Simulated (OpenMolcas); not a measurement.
# Mo⁵⁺ among point charges: CASSCF and CASPT2 levels and susceptibility

Aim: the splitting of the states of Mo⁵⁺ in the field of 6 point charges, its lowest levels with spin-orbit coupling and its magnetic susceptibility.

The numbers are computed with OpenMolcas 26.06 (state-averaged CASSCF and CASPT2, spin-orbit coupling by RASSI with atomic mean-field integrals), except any that are marked as measured or tabulated.

## (1) The atom as given

- Species: Mo⁵⁺ (molybdenum, Z = 42, 37 electrons)
- Basis: ANO-RCC-VDZP [6s5p3d1f], 43 functions
- Scalar Hamiltonian: DKH2, point nucleus
- Inactive shells: 1s 2s 2p 3s 3p 3d 4s 4p
- Active space: 1 electron in 5 orbitals (4d)
- Some configurations of this space: 4d
- Orbitals: optimised for each spin and parity, averaged over all roots

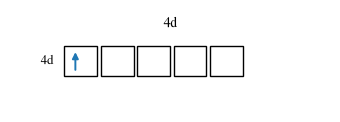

Occupation of the outer shells (arrows by Hund's rule).

The ion sits among 6 point charges of -1.5 e arranged as a tetragonal octahedron (D4h), 2.4 Å from the ion, with the axial distance 2.664 Å.

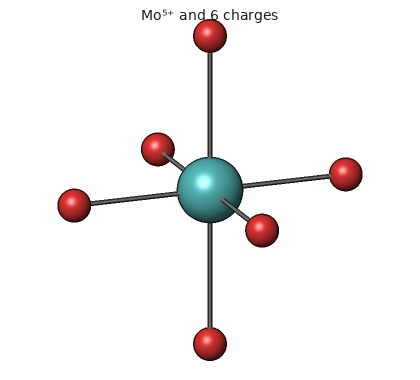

The ion and the point charges (red).

The work runs as a chain of OpenMolcas steps in one folder; each step below is one input file. Labels, J, g values, rates, χT and fits are worked out afterwards by a script from the matrices that RASSI stores. The input lists half of the charges; inversion (Group=XYZ) makes the rest.

## (2) GATEWAY and SEWARD: basis and integrals

a.inp

```
&GATEWAY
Coord
1

Mo 0.0 0.0 0.0
Basis=ANO-RCC-VDZP
Group=XYZ
NoMove
AngMom=0.0 0.0 0.0
AMFI
XField
3 Angstrom 0
2.400000 0.000000 0.000000 -1.500000
0.000000 2.400000 0.000000 -1.500000
0.000000 0.000000 2.664000 -1.500000
&SEWARD
```

Run with:

```bash
$ OMP_NUM_THREADS=1 MOLCAS_MEM=1689 MOLCAS_PROJECT=a pymolcas a.inp > a.log
```

The program printed:

```text
Basis set label: MO.ANO-RCC...6S5P3D1F.

      Electronic valence basis set:
      ------------------
      Associated Effective Charge  42.000000 au
      Associated Actual Charge     42.000000 au
      Nuclear Model: Point charge

      Shell  nPrim  nBasis  Cartesian Spherical Contaminant
         s      21       6        X
         p      18       5        X
         d      13       3                 X
         f       6       1                 X
                  Relativistic Douglas-Kroll-Hess integrals:
                    - DKH order of Hamiltonian: 2
                    - DKH order of Properties : 0
                  Atomic mean-field integrals
```

## (3) CASSCF: doublets of even parity, 5 roots

a.inp

```
&RASSCF
FileOrb=start.orb
Symmetry=1
Spin=2
nActEl=1 0 0
Inactive=9 9
Ras2=5 0
CIRoot=5 5 1
SDav=5
CIMx=300
Iter=120 100
PrWF=0.3
OrbListing=Nothing
MaxOrb=0
>>> COPY $Project.JobIph JOB001
```

Run with:

```bash
$ OMP_NUM_THREADS=1 MOLCAS_MEM=1689 MOLCAS_PROJECT=a pymolcas a.inp > a.log
```

start.orb holds the contracted functions of the basis, ordered by shell, or the orbitals of the step before.

The program printed:

```text
Wave function specifications:
      -----------------------------

      Number of closed shell electrons          36
      Number of electrons in active shells       1
      Max number of holes in RAS1 space          0
      Max nr of electrons in RAS3 space          0
      Number of inactive orbitals               18
      Number of active orbitals                  5
      Number of secondary orbitals              20
      Spin quantum number                      0.5
      State symmetry                             1
Orbital specifications:
      -----------------------

      Symmetry species                           1   2
                                                ag  au
      Frozen orbitals                            0   0
      Inactive orbitals                          9   9
      Active orbitals                            5   0
      RAS1 orbitals                              0   0
      RAS2 orbitals                              5   0
      RAS3 orbitals                              0   0
      Secondary orbitals                         7  13
      Deleted orbitals                           0   0
      Number of basis functions                 21  22
      Number of CSFs                             5
      Number of root(s) required                 5
      Iter CI   SX   CI       RASSCF       Energy    max ROT     max BLB   max BLB  Level Ln srch  Step   QN
          iter iter root      energy       change     param      element    value   shift minimum  type update
 Nr of preliminary CI iterations:   1
      Total energies have been shifted. Add                -4000.00 au
        1   1    7    0   -49.85302585    0.00E+00   3.30E-01*   8  14 2 -4.39E-01*  0.00   0.00    SX    NO
        2   1    6    0   -50.12934448   -2.76E-01*  1.86E-02    8  14 1 -5.93E-02*  0.00   0.00    SX    NO
        3   1    5    0   -50.13199611   -2.65E-03*  6.64E-03    6  15 2  7.53E-03*  0.00   0.00    SX    NO
        4   1    5    0   -50.13207076   -7.47E-05*  1.88E-03    9  15 2  1.56E-03*  0.00   0.00    SX    NO
        5   1    5    0   -50.13207451   -3.76E-06*  3.77E-04    8  14 2 -3.43E-04*  0.00   0.81    QN   YES
        6   1    4    0   -50.13207474   -2.29E-07*  3.76E-05    8  11 2  6.98E-06   0.00   1.00    QN   YES
        7   1    3    0   -50.13207474   -1.48E-10  -1.05E-05    9  15 2  1.48E-06   0.00   0.76    QN   YES
      Convergence after  7 iterations
        8   1    3    0   -50.13207474   -1.73E-11  -1.05E-05    9  15 2  1.88E-07   0.00   0.76    QN   YES
      Natural orbitals and occupation numbers for root  1
      sym 1:  -0.000000   1.000000  -0.000000   0.000000   0.000000
      Natural orbitals and occupation numbers for root  2
      sym 1:  -0.000000   0.000000   0.000000   1.000000   0.000000
      Natural orbitals and occupation numbers for root  3
      sym 1:   1.000000  -0.000000  -0.000000  -0.000000   0.000000
::    RASSCF root number  1 Total energy:  -4050.13890856
::    RASSCF root number  2 Total energy:  -4050.13890856
::    RASSCF root number  3 Total energy:  -4050.13209982
::    RASSCF root number  4 Total energy:  -4050.13149283
::    RASSCF root number  5 Total energy:  -4050.11896394
```

## (4) State interaction with spin-orbit coupling

a.inp

```
&RASSI
NrOfJobIphs=1 5
1 2 3 4 5
IphNames
JOB001
EJob
SpinOrbit
DIPRint=1.0
SOCoupling=1000.0
Subsets=2
Property=9
'ANGMOM' 1 'ANGMOM' 2 'ANGMOM' 3 'MLTPL  1' 1 'MLTPL  1' 2 'MLTPL  1' 3
'AMFI' 1 'AMFI' 2 'AMFI' 3
SOProperty=3
'ANGMOM' 1 'ANGMOM' 2 'ANGMOM' 3
```

Run with:

```bash
$ OMP_NUM_THREADS=1 MOLCAS_MEM=1689 MOLCAS_PROJECT=a pymolcas a.inp > a.log
```

The program printed:

```text
SPIN-FREE ENERGIES:
  (Shifted by EMIN (a.u.) =      -4050.1389085624)

 SF State       Relative EMIN(au)   Rel lowest level(eV)    D:o, cm**(-1)      L_eff

     1             0.0000000000        0.0000000000              0.0000         2.0
     2             0.0000000000        0.0000000000              0.0000         2.0
     3             0.0068087425        0.1852753225           1494.3463         2.0
     4             0.0074157274        0.2017922221           1627.5640         2.0
     5             0.0199446217        0.5427208044           4377.3385         2.0
     Dipole printing threshold changed to   1.00000000E+00
Eigenvalues of complex Hamiltonian:
   -----------------------------------
  (Shifted by EMIN (a.u.) =      -4050.1389085624)

 SO State       Relative EMIN(au)   Rel lowest level(eV)    D:o, cm**(-1)     J-value

     1            -0.0049425554        0.0000000000              0.0000         1.5
     2            -0.0049425554        0.0000000000              0.0000         1.5
     3            -0.0007241762        0.1147879457            925.8272         1.2
     4            -0.0007241762        0.1147879457            925.8272         1.2
     5             0.0080879170        0.3545772158           2859.8581         1.8
     6             0.0080879170        0.3545772158           2859.8581         1.8
     7             0.0100478195        0.4079088814           3290.0070         2.4
     8             0.0100478195        0.4079088814           3290.0070         2.4
     9             0.0217000867        0.7249832241           5847.3840         1.2
    10             0.0217000867        0.7249832241           5847.3840         1.2
Weights of the five most important spin-orbit-free states for each spin-orbit state.

 SO State  Total energy (au)           Spin-free states, spin, and weights
 -------------------------------------------------------------------------------------------------------
    1        -0.004943       2 0.5  0.4122    1 0.5  0.4122    4 0.5  0.1756    3 0.5  0.0000    5 0.5  0.0000
    2        -0.004943       2 0.5  0.4122    1 0.5  0.4122    4 0.5  0.1756    3 0.5  0.0000    5 0.5  0.0000
    3        -0.000724       1 0.5  0.3383    2 0.5  0.3383    3 0.5  0.2620    5 0.5  0.0614    4 0.5  0.0000
    4        -0.000724       1 0.5  0.3383    2 0.5  0.3383    3 0.5  0.2620    5 0.5  0.0614    4 0.5  0.0000
    5         0.008088       3 0.5  0.6624    1 0.5  0.1549    2 0.5  0.1549    5 0.5  0.0277    4 0.5  0.0000
    6         0.008088       3 0.5  0.6624    1 0.5  0.1549    2 0.5  0.1549    5 0.5  0.0277    4 0.5  0.0000
    7         0.010048       4 0.5  0.8244    2 0.5  0.0878    1 0.5  0.0878    3 0.5  0.0000    5 0.5  0.0000
    8         0.010048       4 0.5  0.8244    2 0.5  0.0878    1 0.5  0.0878    3 0.5  0.0000    5 0.5  0.0000
    9         0.021700       5 0.5  0.9108    3 0.5  0.0756    1 0.5  0.0068    2 0.5  0.0068    4 0.5  0.0000
   10         0.021700       5 0.5  0.9108    3 0.5  0.0756    1 0.5  0.0068    2 0.5  0.0068    4 0.5  0.0000
 -------------------------------------------------------------------------------------------------------
```

These steps took 1.4 s in all on 1 thread of Arm Neoverse V2, shared host.

States without spin-orbit coupling:

```tsv
state	degeneracy	E (cm-1)	free-ion L (%)
2E	2	0	D (100)
2B2	1	1494	D (100)
2A1	1	1628	D (100)
2B1	1	4377	D (100)
```

With spin-orbit coupling:

```json
{"E (cm-1)": "0.0", "Degeneracy": "2", "Label": "E1/2", "2S+1": "2", "g": "0.35 1.51 1.51"}
{"E (cm-1)": "925.8", "Degeneracy": "2", "Label": "E3/2", "2S+1": "2", "g": "0.21 0.21 3.08"}
{"E (cm-1)": "2860", "Degeneracy": "2", "Label": "E3/2", "2S+1": "2", "g": "0.94 2.29 2.29"}
{"E (cm-1)": "3290", "Degeneracy": "2", "Label": "E1/2", "2S+1": "2", "g": "1.65 3.51 3.51"}
{"E (cm-1)": "5847", "Degeneracy": "2", "Label": "E3/2", "2S+1": "2", "g": "2.08 2.08 4.02"}
```

Principal g values are given for doublets only; a zero marks a field direction without first-order Zeeman splitting.

Powder χT (cm³ K/mol): 0.15 at 2 K, 0.15 at 5 K, 0.15 at 10 K, 0.15 at 20 K, 0.15 at 50 K, 0.16 at 100 K, 0.17 at 150 K, 0.17 at 200 K, 0.18 at 250 K, 0.19 at 300 K.

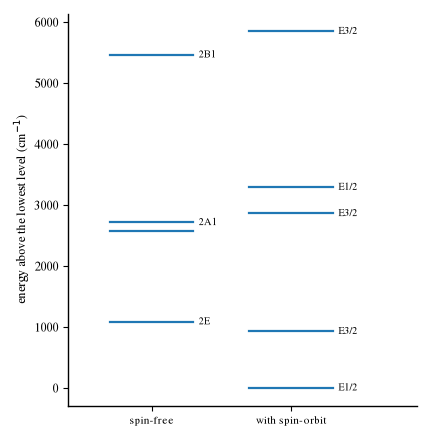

The states in the field without (left) and with (right) spin-orbit coupling.

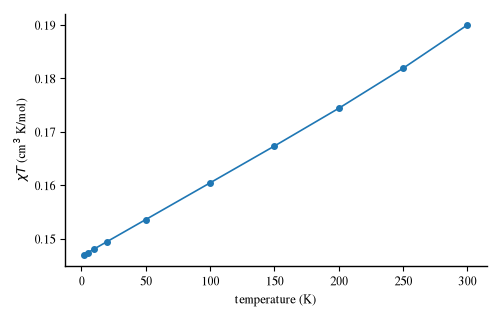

χT against temperature.

Orbitals of the lowest block (energies include the constant potential of the surroundings):

```tsv
shell	space	energy (hartree)	mean occupation	⟨r²⟩ (bohr²)
1s	inactive	-739.2705	2.000	0.00163
2s	inactive	-107.7174	2.000	0.0277
2p	inactive	-96.1722	6.000	0.0219
3s	inactive	-19.9949	2.000	0.208
3p	inactive	-16.0979	6.000	0.213
3d	inactive	-9.7337	10.000	0.205
4s	inactive	-3.3304	2.000	1.37
4p	inactive	-2.1234	6.000	1.58
4d	RAS2		1.000	2.44
```

## (5) CASPT2: IPEA 0.25, imaginary shift 0.1 (closed shells correlated: 4s 4p)

a.inp

```
>>> COPY JOB001 $Project.JobIph
&CASPT2
Multistate=5 1 2 3 4 5
NoMult
Frozen=8 6
IPEA=0.25
Imaginary=0.1
MaxIter=60
WThr=0.0 0.3 0.05
PrWF=0.5
NoMix
```

The program printed:

```text
Orbital specifications:
      -----------------------

      Symmetry species                           1   2
                                                ag  au
      Frozen orbitals                            8   6
      Inactive orbitals                          1   3
      Active orbitals                            5   0
      Secondary orbitals                         7  13
      Deleted orbitals                           0   0
      Number of basis functions                 21  22
Type of calculation                        SS-CASPT2
      Fock operator                              state-specific
      IPEA shift                                 0.25
      Real shift                                 0.00
      Imaginary shift                            0.10
      The input orbitals will be transformed to quasi-canonical
Reference energy:       -4050.1389085624
      E2 (Non-variational):      -0.1658923766
      Shift correction:          -0.0000758845
      E2 (Variational):          -0.1659682610
      Total energy:           -4050.3048768234
      Residual norm:              0.0000001223
      Reference weight:           0.96662
      Contributions to the CASPT2 correlation energy
      Active & Virtual Only:         -0.0000000000
      One Inactive Excited:          -0.0358920771
      Two Inactive Excited:          -0.1300002994
Reference energy:       -4050.1389085624
      E2 (Non-variational):      -0.1658923766
      Shift correction:          -0.0000758845
      E2 (Variational):          -0.1659682610
      Total energy:           -4050.3048768234
      Residual norm:              0.0000001223
      Reference weight:           0.96662
      Contributions to the CASPT2 correlation energy
      Active & Virtual Only:         -0.0000000000
      One Inactive Excited:          -0.0358920771
      Two Inactive Excited:          -0.1300002994
::    CASPT2 Root  1     Total energy:  -4050.30487682
::    CASPT2 Root  2     Total energy:  -4050.30487682
::    CASPT2 Root  3     Total energy:  -4050.29813870
::    CASPT2 Root  4     Total energy:  -4050.29747935
::    CASPT2 Root  5     Total energy:  -4050.28496263
```

This run took 0.42 s in all on 1 thread of Arm Neoverse V2, shared host.

SS-CASPT2: lowest energy less the reference's lowest, -0.1660 hartree; reference weights 0.967.

Spin-free states, with their symmetry labels:

```tsv
state	degeneracy	E (cm-1)	free-ion L (%)
2E	2	0	D (100)
2B2	1	1479	D (100)
2A1	1	1624	D (100)
2B1	1	4371	D (100)
```

With spin-orbit coupling:

| E (cm-1) | Degeneracy | Label | 2S+1 | g |
| --- | --- | --- | --- | --- |
| 0 | 2 | E1/2 | 2 | 0.35 1.51 1.51 |
| 920 | 2 | E3/2 | 2 | 0.21 0.21 3.06 |
| 2850 | 2 | E3/2 | 2 | 0.95 2.29 2.29 |
| 3290 | 2 | E1/2 | 2 | 1.65 3.52 3.52 |
| 5840 | 2 | E3/2 | 2 | 2.08 2.08 4.01 |

Powder χT (cm³ K/mol): 0.15 at 2 K, 0.15 at 5 K, 0.15 at 10 K, 0.15 at 20 K, 0.15 at 50 K, 0.16 at 100 K, 0.17 at 150 K, 0.17 at 200 K, 0.18 at 250 K, 0.19 at 300 K.

## (6) The methods side by side

A. CASSCF
B. SS-CASPT2, IPEA 0.25, imaginary shift 0.1 (closed shells correlated: 4s 4p)

```tsv
method	ground state	first state of that spin (cm-1)	first gap with spin-orbit (cm-1)	χT at 300 K
A	2E	2B2 1494	925.8	0.19
B	2E	2B2 1479	922.0	0.19
```

## (7) Outcome

| quantity | value |
| --- | --- |
| method | SS-CASPT2, IPEA 0.25, imaginary shift 0.1 (closed shells correlated: 4s 4p) |
| spin-free ground state | 2E, 2-fold in its orbital part |
| first state of the same spin within the active space | 2B2 at 1480 cm⁻¹ |
| lowest level | 2-fold E1/2, g = 0.35, 1.51, 1.51 |
| next level | 922.0 cm⁻¹ |
| χT at 300 K | 0.19 cm³ K/mol |
| effective moment at 300 K | 1.23 μB |

Cost by method:

```tsv
method	time of its own steps	time with the reference
A. CASSCF	1.4 s	1.4 s
B. SS-CASPT2, IPEA 0.25, imaginary shift 0.1, +4s 4p	0.42 s	1.8 s
```

Times are of one thread on a shared host.

The spin-free ground state (2E) comes to 100 % from free-ion D terms and keeps the highest spin of the shell. χT at 300 K is 0.19, against 0.38 cm³ K/mol for the spin alone, so orbital moment lowers it. The field of point charges can differ much from that of real complexes. Point charges carry no covalency, so the field is a model and not that of real ligands.
